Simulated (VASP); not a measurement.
Band structure of Al3Sc (L1_2). Computed with r2SCAN+rVV10, VASP's PBE PAW potentials (set 64) (plane waves; VASP 6.6.1).

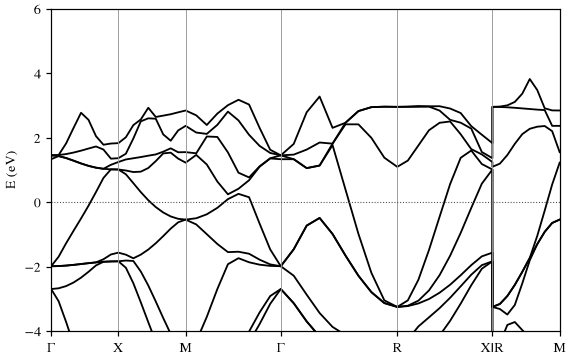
Bands along high-symmetry lines, zero at the valence-band maximum or, without a gap, the Fermi level

Task: Read the plot: is there a gap, and where are the band edges?

Result: It has no gap at this level: it comes out as a metal or semimetal.

The compound is Al3Sc in the L1_2 structure. It was relaxed first.
